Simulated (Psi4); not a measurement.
**revPBE/def2-TZVPPD run of AlH (SMILES [AlH])**

What is the energy change on altering one bond length of AlH at revPBE/def2-TZVPPD? Input form: a Python script.

The results are computed with Psi4 1.11.

1 further run of the same task is left out (set aside as unsound or not needed).

### Step 1. Starting point

The species is AlH (2 atoms), meant as a singlet with charge 0. As SMILES, `[AlH]`. The shape is that of a PBE0-D4/def2-TZVP optimisation.

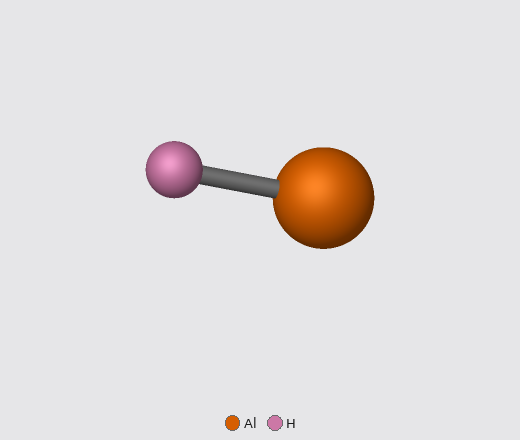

Viewed from a chosen angle; aluminium orange, hydrogen pink.

### Step 2. Energy and gradient at revPBE/def2-TZVPPD

The input, alh.xyz:

```xyz
2
AlH
Al     0.000000     0.000000    -0.025640
H      0.000000     0.000000     1.639110
```

The input, job.py:

```python
import psi4

psi4.set_memory(2200000000)
psi4.set_num_threads(1)
psi4.core.set_output_file('alh.out', False)

with open('alh.xyz') as f:
    atoms = ''.join(f.readlines()[2:])
geom = psi4.geometry('0 1\n' + atoms + 'symmetry c1')

psi4.set_options(dict(puream=True, e_convergence=1e-09, d_convergence=1e-08, scf_type='pk', dft_radial_points=99, dft_spherical_points=590))

energy_value, wavefunction = psi4.gradient('revpbe/def2-TZVPPD', molecule=geom, return_wfn=True)
psi4.oeprop(wavefunction, 'QUADRUPOLE', 'DIPOLE', 'LOWDIN_CHARGES')
print('gradient / Eh bohr^-1')
print(energy_value.np.round(6))
print(f'energy = {wavefunction.energy():.10f} Eh')
```

On the command line:

```bash
$ python job.py
```

alh.out:

```text
[...]
  Running in c1 symmetry.
[...]
  Nuclear repulsion =    4.132334427817990
[...]
  Multiplicity = 1
[...]
  Nalpha       = 7
  Nbeta        = 7
[...]
    Number of basis functions: 65
[...]
   @RKS iter   1:  -242.89129289337569   -2.86643e-01   4.17940e-03 DIIS/ADIIS
[...]
   @RKS iter   9:  -242.92791816403374   -5.96856e-13   3.79459e-09 DIIS
[...]
    Orbital Energies [Eh]
    ---------------------
    Doubly Occupied:
       1A    -55.403850     2A     -3.946943     3A     -2.547224
       4A     -2.547224     5A     -2.537717     6A     -0.324389
       7A     -0.180024
[...]
  @RKS Final Energy:  -242.92791816403374
   => Energetics <=
    Nuclear Repulsion Energy =              4.1323344278179901
    One-Electron Energy =                -345.6448401766414804
    Two-Electron Energy =                 117.4733081376982113
    DFT Exchange-Correlation Energy =     -18.8887205529084348
    Empirical Dispersion Energy =           0.0000000000000000
    VV10 Nonlocal Energy =                  0.0000000000000000
    Total Energy =                       -242.9279181640337413
[...]
  -Total Gradient:
     Atom            X                  Y                   Z
    ------   -----------------  -----------------  -----------------
       1       -0.000000000218     0.000000000271     0.003044991321
       2        0.000000000218    -0.000000000271    -0.003044958868
[...]
 Multipole Moments:
 ------------------------------------------------------------------------------------
     Multipole            Electronic (a.u.)      Nuclear  (a.u.)        Total (a.u.)
 ------------------------------------------------------------------------------------
 L = 1.  Multiply by 2.5417464519 to convert [e a0] to [Debye]
 Dipole X            :         -0.0000000            0.0000000           -0.0000000
 Dipole Y            :          0.0000000            0.0000000            0.0000000
 Dipole Z            :         -1.6159367            1.5600499           -0.0558868
 Magnitude           :                                                    0.0558868
 L = 2.  Multiply by 1.3450342976 to convert [e a0^2] to [Debye ang]
 Quadrupole XX       :         -9.2565034            0.0000000           -9.2565034
 Quadrupole XY       :          0.0000000            0.0000000            0.0000000
[...]
```

Standard output:

```text
gradient / Eh bohr^-1
[[-0.        0.        0.003045]
 [ 0.       -0.       -0.003045]]
energy = -242.9279181640 Eh
```

It took 9.6 s on 1 thread of Intel Xeon Platinum 8259CL at 2.50GHz (Skylake/Cascade Lake), shared host; peak memory 0.45 GiB.

### Step 3. The distorted shape

The input, job.py:

```python
import psi4

psi4.set_memory('2200 MB')
psi4.set_num_threads(1)
psi4.core.set_output_file('alh.out', False)

geom = psi4.geometry("""
0 1
Al     0.00000000     0.00000000    -1.62136612
H      0.00000000     0.00000000     3.09746899
units bohr
symmetry c1
no_reorient
no_com
""")

psi4.set_options({
    'basis': 'def2-TZVPPD',
    'puream': True,
    'e_convergence': 1e-09,
    'd_convergence': 1e-08,
    'scf_type': 'pk',
    'dft_radial_points': 99,
    'dft_spherical_points': 590,
})

e_tot, wfn = psi4.gradient("REVPBE", return_wfn=True)
psi4.oeprop(wfn, "QUADRUPOLE", "WIBERG_LOWDIN_INDICES", "DIPOLE")
print('gradient / Eh bohr^-1')
print(e_tot.np.round(6))
print(f'energy = {wfn.energy():.10f} Eh')
```

On the command line:

```bash
$ python job.py
```

alh.out:

```text
[...]
  Running in c1 symmetry.
[...]
  Nuclear repulsion =    2.754917198198095
[...]
  Multiplicity = 1
[...]
  Nalpha       = 7
  Nbeta        = 7
[...]
    Number of basis functions: 65
[...]
   @RKS iter   1:  -242.83275899243145   -2.96009e-01   4.04495e-03 DIIS/ADIIS
[...]
   @RKS iter  11:  -242.88390640228704   -5.40012e-12   2.79285e-09 DIIS
[...]
    Orbital Energies [Eh]
    ---------------------
    Doubly Occupied:
       1A    -55.450405     2A     -3.989380     3A     -2.588775
       4A     -2.588775     5A     -2.582616     6A     -0.300737
       7A     -0.173242
[...]
  @RKS Final Energy:  -242.88390640228704
   => Energetics <=
    Nuclear Repulsion Energy =              2.7549171981980951
    One-Electron Energy =                -342.4902313954375472
    Two-Electron Energy =                 115.6508320523911237
    DFT Exchange-Correlation Energy =     -18.7994242574387123
    Empirical Dispersion Energy =           0.0000000000000000
    VV10 Nonlocal Energy =                  0.0000000000000000
    Total Energy =                       -242.8839064022870389
[...]
  -Total Gradient:
     Atom            X                  Y                   Z
    ------   -----------------  -----------------  -----------------
       1       -0.000000000000     0.000000000000    -0.035246219388
       2        0.000000000000     0.000000000000     0.035246161152
[...]
 Multipole Moments:
 ------------------------------------------------------------------------------------
     Multipole            Electronic (a.u.)      Nuclear  (a.u.)        Total (a.u.)
 ------------------------------------------------------------------------------------
 L = 1.  Multiply by 2.5417464519 to convert [e a0] to [Debye]
 Dipole X            :         -0.0000000            0.0000000           -0.0000000
 Dipole Y            :         -0.0000000            0.0000000           -0.0000000
 Dipole Z            :         16.6746252          -17.9802906           -1.3056654
 Magnitude           :                                                    1.3056654
 L = 2.  Multiply by 1.3450342976 to convert [e a0^2] to [Debye ang]
 Quadrupole XX       :         -9.5506759            0.0000000           -9.5506759
 Quadrupole XY       :         -0.0000000            0.0000000           -0.0000000
[...]
```

Standard output:

```text
gradient / Eh bohr^-1
[[-0.        0.       -0.035246]
 [ 0.        0.        0.035246]]
energy = -242.8839064023 Eh
```

It took 8.4 s on 1 thread of Intel Xeon Platinum 8259CL at 2.50GHz (Skylake/Cascade Lake), shared host; peak memory 0.43 GiB.

### Step 4. Results

At revPBE/def2-TZVPPD:

```
                                                          quantity          value
                                         first shape: total energy  -242.92792 Eh
                                        first shape: dipole moment         0.14 D
                                          first shape: HOMO energy       -4.90 eV
                                          first shape: LUMO energy       -2.50 eV
                                        first shape: HOMO–LUMO gap        2.40 eV
                             first shape: largest force on an atom     0.157 eV/Å
                                     distorted shape: total energy  -242.88391 Eh
                                    distorted shape: dipole moment         3.32 D
                                      distorted shape: HOMO energy       -4.71 eV
                                      distorted shape: LUMO energy       -2.97 eV
                                    distorted shape: HOMO–LUMO gap        1.74 eV
                         distorted shape: largest force on an atom     1.812 eV/Å
energy change with the Al1–H2 bond stretched from 1.665 to 2.497 Å       1.198 eV
```

**Reading.** One bond (distorted shape) is far stretched, which a spin-restricted single reference describes badly; a broken-symmetry solution may lie lower. With the Al1–H2 bond stretched from 1.665 to 2.497 Å the energy rises by 1.20 eV (116 kJ/mol). The first shape isn't relaxed at this level, so the change isn't measured from a minimum. A restricted reference can't describe the breaking bond well at this length.
